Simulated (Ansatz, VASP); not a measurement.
# Cross-check of GaP between VASP and Ansatz, part 2 of 2

One calculation is typed for both programs; each brings its own data sets. How far apart do they land?  Valence electrons are named where the data sets of a main pair hold unlike numbers.

VASP 6.6.1 and Ansatz 0.2.0.

So far: The starting structure; Ansatz: band structure, r2SCANh with an exact-exchange share of 0.1; VASP: band structure, r2SCANh with an exact-exchange share of 0.1.

## 4. Comparison

Known differences besides the potentials themselves: exact exchange at q = 0 is treated differently, which shows on coarse meshes; VASP keeps PBE cores, Ansatz makes them for the functional; the cutoff is 500 eV in Ansatz and 400 eV in VASP; VASP takes a coarser grid for exact exchange (PRECFOCK = Fast). Total energies have different zeros and are not compared.

The two programs side by side:

```
                     quantity  Ansatz   VASP  difference
gap over the path points (eV)   2.339  2.350      -0.011
```

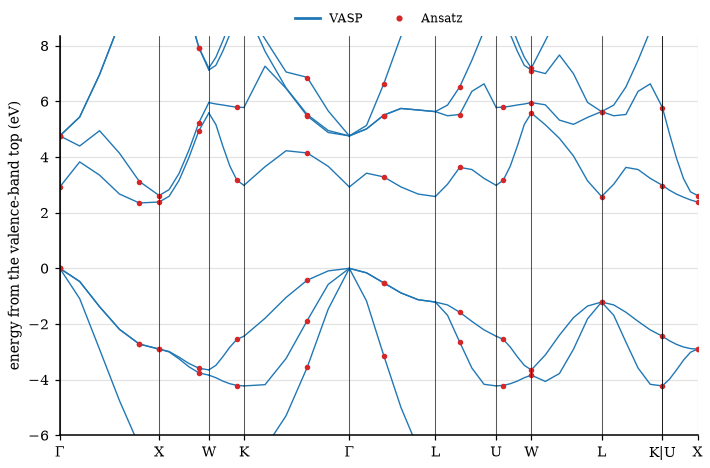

Bands from VASP (lines) and levels from Ansatz (dots). Dots without a line are higher empty bands that the VASP plot leaves out.

Levels at points of the path, from each program's valence-band top (eV; 3 filled, then empty):

```
k (reciprocal lattice)                             Ansatz                               VASP
     0.000 0.000 0.000      0.00 0.00 0.00 2.94 4.74 4.74      0.00 0.00 0.00 2.92 4.76 4.76
     0.400 0.000 0.400  -6.38 -2.72 -2.72 2.34 3.12 10.71  -6.38 -2.72 -2.72 2.35 3.13 10.74
     0.500 0.000 0.500  -7.21 -2.91 -2.91 2.37 2.60 12.07  -7.21 -2.90 -2.90 2.38 2.62 12.11
     0.500 0.200 0.700   -7.00 -3.77 -3.60 4.94 5.23 7.91   -7.00 -3.76 -3.59 4.94 5.24 7.93
     0.400 0.350 0.750   -6.97 -4.21 -2.55 3.16 5.78 9.00   -6.97 -4.21 -2.55 3.17 5.79 9.02
     0.150 0.150 0.300   -3.56 -1.89 -0.43 4.15 5.47 5.51   -3.56 -1.88 -0.43 4.15 5.48 5.53
     0.200 0.200 0.200   -3.13 -0.52 -0.52 3.29 5.49 5.49   -3.13 -0.52 -0.52 3.29 5.50 5.50
     0.550 0.400 0.550   -6.96 -2.65 -1.58 3.62 5.52 6.50   -6.96 -2.65 -1.58 3.63 5.53 6.52
     0.600 0.250 0.650   -6.97 -4.21 -2.55 3.16 5.78 9.00   -6.97 -4.21 -2.55 3.17 5.79 9.02
     0.500 0.250 0.750   -6.97 -3.85 -3.66 5.57 5.95 7.11   -6.97 -3.84 -3.65 5.58 5.96 7.13
```

Among the levels compared at these points, filled levels agree within 10 meV and empty ones within 35 meV.

## 5. Ansatz: band structure, HSE03

The same path points are solved in both programs, so levels can be compared one by one.

input.yaml reads:

```yaml
crystal:
  lattice:
    - [0.0, 2.72525, 2.72525]
    - [2.72525, 0.0, 2.72525]
    - [2.72525, 2.72525, 0.0]
  atoms:
    - { symbol: Ga, position: [0.0, 0.0, 0.0] }
    - { symbol: P, position: [0.25, 0.25, 0.25] }
hamiltonian:
  xc: { exchange: pbe, correlation: pbe, exx: { coeff: 0.25, omega: 0.3 } }
  pseudopotentials: { kind: paw }
kpoints:
  mp_grid: { grid: [4, 4, 4] }
  band_path:
    path:
      - [0.0, 0.0, 0.0]
      - [0.4, 0.0, 0.4]
      - [0.5, 0.0, 0.5]
      - [0.5, 0.2, 0.7]
      - [0.4, 0.35, 0.75]
      - [0.15, 0.15, 0.3]
      - [0.2, 0.2, 0.2]
      - [0.55, 0.4, 0.55]
      - [0.6, 0.25, 0.65]
      - [0.5, 0.25, 0.75]
      - [0.5, 0.5, 0.5]
      - [0.375, 0.375, 0.75]
      - [0.5, 0.0, 0.5]
    npoints: 1
scf:
  occupations: { method: gaussian, width: 0.02 }
  n_extra_bands: 7
output:
  forces: true
  stress: true
  eigenvalues: true
  write_density: true
  write_potential: true
  elf: true
  volumetric_format: npy
```

The run is started by

```console
ansatz run input.yaml --threads 4 --pin off --max-ram 9216MiB --backend cpu --events-out ev --progress --plain --runs-dir out
```

Numbers of over 12 decimals in the logs are rounded to 6 here.

The program printed:

```text
[...]
Crystal: 2 atoms, lattice volume = 40.481 Å³
Basis set: ecut = 420 eV, 749 PW (Γ), exchange–correlation on 54×54×54 points (8 copies of the dense FFT grid, shifted against one another)
Bands: 16, of which v1, the nominal top of the filled ones, is band 9 counted from 1 (8 counted from 0)
Symmetry: 24 space group operations
[...]
k-points: 8 of 64 (time reversal used)
[...]
--- Band table (eV; the first three rows and the last of 8) ---
  k-point 0: bands = [... 5 lower, -6.8860, 6.7669, 6.7669, 6.7669, 9.4128, 11.3424, 11.3424, 11.3424, ... 3 higher]
  k-point 1: bands = [... 5 lower, -6.0545, 2.6591, 6.0650, 6.0650, 9.6393, 12.2412, 12.2412, 13.9744, ... 3 higher]
  k-point 2: bands = [... 5 lower, -4.6673, -0.3640, 5.5701, 5.5701, 9.1161, 12.1774, 12.1774, 15.8137, ... 3 higher]
  k-point 7: bands = [... 5 lower, -3.5991, -0.2307, 2.9333, 3.1271, 12.0824, 12.5311, 13.6028, 13.6863, ... 3 higher]
[key lines of the parts left out:]
Free energy (F): -4540.445623 eV
Fermi energy:    7.831034 eV
P = ⅓ Tr σ = 1.4048 GPa (14.048 kbar)
```

Elapsed: 11 s, on 4 threads of Arm Neoverse V2, shared host; peak memory 0.54 GiB.

For the gap on path, step 4 gave 2.34 eV; this run, with HSE03 and cutoff 420 eV, gives 2.12 eV.

## 6. VASP: band structure, HSE03

The same cell, functional, mesh and smearing now go to VASP, with its own data sets.

The run reads the wave functions of an earlier VASP run, which isn't shown here.

INCAR reads:

```
SYSTEM = GaP
PREC = Accurate
ENCUT = 400
EDIFF = 1E-06
NELM = 100
ISMEAR = 0
SIGMA = 0.02
LREAL = .FALSE.
ALGO = Normal
LHFCALC = .TRUE.
AEXX = 0.25
GGA = PE
HFSCREEN = 0.3
LASPH = .TRUE.
NBANDS = 15
PRECFOCK = Fast
LORBIT = 11
LWAVE = .FALSE.
LCHARG = .FALSE.
KPAR = 4
```

POSCAR reads:

```
GaP
1.0
    0.0000000000      2.7252500000      2.7252500000
    2.7252500000      0.0000000000      2.7252500000
    2.7252500000      2.7252500000      0.0000000000
Ga P
1 1
Direct
    0.0000000000      0.0000000000      0.0000000000
    0.2500000000      0.2500000000      0.2500000000
```

KPOINTS reads:

```
Automatic mesh
0
Gamma
4 4 4
0 0 0
```

KPOINTS_OPT reads:

```
Line mode
6
Line-mode
Reciprocal
  0.00000000   0.00000000   0.00000000 GAMMA
  0.50000000   0.00000000   0.50000000 X

  0.50000000   0.00000000   0.50000000 X
  0.50000000   0.25000000   0.75000000 W

  0.50000000   0.25000000   0.75000000 W
  0.37500000   0.37500000   0.75000000 K

  0.37500000   0.37500000   0.75000000 K
  0.00000000   0.00000000   0.00000000 GAMMA

  0.00000000   0.00000000   0.00000000 GAMMA
  0.50000000   0.50000000   0.50000000 L

  0.50000000   0.50000000   0.50000000 L
  0.62500000   0.25000000   0.62500000 U

  0.62500000   0.25000000   0.62500000 U
  0.50000000   0.25000000   0.75000000 W

  0.50000000   0.25000000   0.75000000 W
  0.50000000   0.50000000   0.50000000 L

  0.50000000   0.50000000   0.50000000 L
  0.37500000   0.37500000   0.75000000 K

  0.62500000   0.25000000   0.62500000 U
  0.50000000   0.00000000   0.50000000 X
```

Potentials, in the order of the species: Ga_d and P (PBE family, release 64).

The run is started by

```console
mpirun -np 4 vasp_std
```

The program printed:

```text
[banner, memory and clock lines left out]
running    4 mpi-ranks, on    1 nodes
[...]
LDA part: xc-table for (Slater+PW92), standard interpolation
 found WAVECAR, reading the header
 POSCAR, INCAR and KPOINTS ok, starting setup
[...]
reading WAVECAR
 the WAVECAR file was read successfully
 initial charge from wavefunction
 entering main loop
       N       E                     dE             d eps       ncg     rms          rms(c)
DAV:   1    -0.103587910519E+02   -0.10359E+02   -0.50333E-01   342   0.165E+01    0.124E+00
DAV:   2    -0.103515561501E+02    0.72349E-02   -0.54248E-02   345   0.391E+00    0.102E+00
DAV:   3    -0.103501167640E+02    0.14394E-02   -0.57775E-03   310   0.139E+00    0.588E-01
DAV:   4    -0.103498960222E+02    0.22074E-03   -0.90992E-04   313   0.317E-01    0.312E-01
[...]
DAV:   8    -0.103497940592E+02    0.29406E-05   -0.81950E-07   176   0.767E-03    0.300E-02
DAV:   9    -0.103497928435E+02    0.12157E-05   -0.35678E-07   120   0.486E-03    0.157E-02
DAV:  10    -0.103497923955E+02    0.44799E-06   -0.15805E-07   120   0.317E-03
   1 F= -.10349792E+02 E0= -.10349792E+02  d E =-.613812E-29
 Start KPOINTS_OPT (optional k-point list driver)
k-point batch [1-8\60]
       N       E                     dE             ncg
DAV:   1    -0.285247363274E+03   -0.30702E+04      248
DAV:   2    -0.998829495424E+03   -0.71358E+03      254
DAV:   3    -0.105452873067E+04   -0.55699E+02      303
DAV:   4    -0.105588200765E+04   -0.13533E+01      310
DAV:   5    -0.105590574572E+04   -0.23738E-01      338
DAV:   6    -0.105590649462E+04   -0.74890E-03      387
DAV:   7    -0.105590650870E+04   -0.14078E-04      323
DAV:   8    -0.105590650940E+04   -0.70351E-06      283
[...]
k-point batch [57-60\60]
       N       E                     dE             ncg
DAV:   1     0.226474580428E+04   -0.26164E+04      120
DAV:   2     0.190908745602E+04   -0.35566E+03      127
DAV:   3     0.188432411971E+04   -0.24763E+02      148
DAV:   4     0.188379985700E+04   -0.52426E+00      169
DAV:   5     0.188379057882E+04   -0.92782E-02      169
DAV:   6     0.188379016195E+04   -0.41688E-03      201
DAV:   7     0.188379015750E+04   -0.44466E-05      176
DAV:   8     0.188379015747E+04   -0.31123E-07      144
```

From OUTCAR (step 6):

```text
 POSITION                                       TOTAL-FORCE (eV/Angst)
 -----------------------------------------------------------------------------------
      0.00000      0.00000      0.00000        -0.000000     -0.000000     -0.000000
      1.36262      1.36262      1.36262         0.000000      0.000000      0.000000
 -----------------------------------------------------------------------------------
    total drift:                               -0.000021     -0.000028     -0.000007

  FREE ENERGIE OF THE ION-ELECTRON SYSTEM (eV)
  ---------------------------------------------------
  free  energy   TOTEN  =       -10.3497923955 eV

  energy  without entropy=      -10.3497923955  energy(sigma->0) =      -10.34979240

[... 2 parts as in an earlier step ...]

[... 1 further part left out ...]
[key lines of the parts left out:]
E-fermi :   4.4851
```

## 7. Side by side

What differs besides the data sets and the points named for the pairs above, as far as they apply: the cutoff is 420 eV in Ansatz and 400 eV in VASP. Total energies have different zeros and are not compared.

The two programs side by side:

```
                     quantity  Ansatz   VASP  difference
gap over the path points (eV)   2.121  2.122      -0.002
```

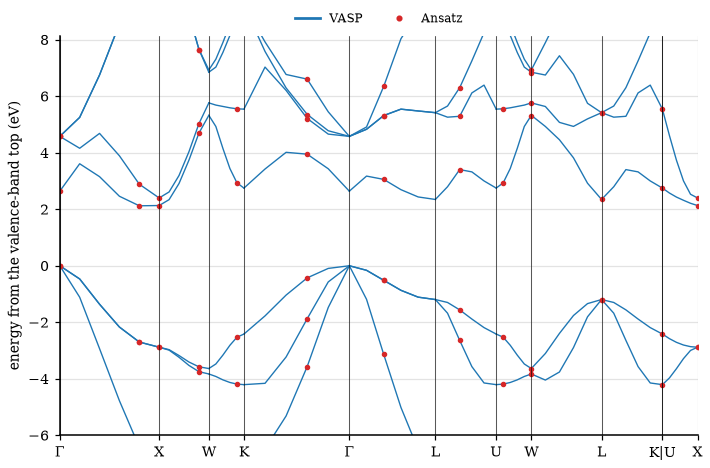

Bands from VASP (lines) and levels from Ansatz (dots). Dots without a line are higher empty bands that the VASP plot leaves out.

Levels at points of the path, from each program's valence-band top (eV; 3 filled, then empty):

```
k (reciprocal lattice)                             Ansatz                               VASP
     0.000 0.000 0.000      0.00 0.00 0.00 2.65 4.58 4.58      0.00 0.00 0.00 2.64 4.58 4.58
     0.400 0.000 0.400  -6.42 -2.70 -2.70 2.12 2.88 10.45  -6.42 -2.70 -2.70 2.12 2.89 10.47
     0.500 0.000 0.500  -7.24 -2.88 -2.88 2.13 2.40 11.80  -7.24 -2.88 -2.88 2.13 2.40 11.81
     0.500 0.200 0.700   -7.02 -3.75 -3.58 4.68 5.02 7.65   -7.02 -3.75 -3.58 4.69 5.03 7.66
     0.400 0.350 0.750   -7.00 -4.19 -2.53 2.93 5.55 8.74   -7.00 -4.19 -2.53 2.94 5.55 8.76
     0.150 0.150 0.300   -3.57 -1.88 -0.43 3.95 5.21 5.35   -3.57 -1.88 -0.43 3.95 5.21 5.36
     0.200 0.200 0.200   -3.14 -0.52 -0.52 3.06 5.31 5.31   -3.14 -0.52 -0.52 3.06 5.32 5.32
     0.550 0.400 0.550   -6.99 -2.64 -1.56 3.40 5.28 6.29   -6.98 -2.64 -1.56 3.40 5.29 6.30
     0.600 0.250 0.650   -7.00 -4.19 -2.53 2.93 5.55 8.74   -7.00 -4.19 -2.53 2.94 5.55 8.76
     0.500 0.250 0.750   -7.00 -3.83 -3.64 5.32 5.76 6.84   -7.00 -3.83 -3.64 5.32 5.76 6.85
```

Among the levels compared at these points, filled levels agree within 4 meV and empty ones within 21 meV.

## 8. What came out

```json
{
  "largest difference of a filled level at the path points (band structure, r2SCANh with an exact-exchange share of 0.1)": "10 meV",
  "largest difference of a filled level at the path points (band structure, HSE03)": "4.1 meV"
}
```

**Reading.** The largest difference of a filled level at the path points is 10 meV (band structure, r2SCANh with an exact-exchange share of 0.1), within the 80 meV picked in this series as the mark of a large difference. How closely two codes agree says nothing of how well the functional describes the real material.

[Lines on the potential files, build, host, timing and source positions are cut from VASP's logs without a mark.]

[Logs are printed without paths, hosts, clocks, repeated set-up lines and the standing remarks that a program may print on its own settings, such as how far it seeks lower states.]

[Hosts, paths, dates, database ids (printed as entryN), source tags and the programs' standing remarks are cut or masked in the printed files.]
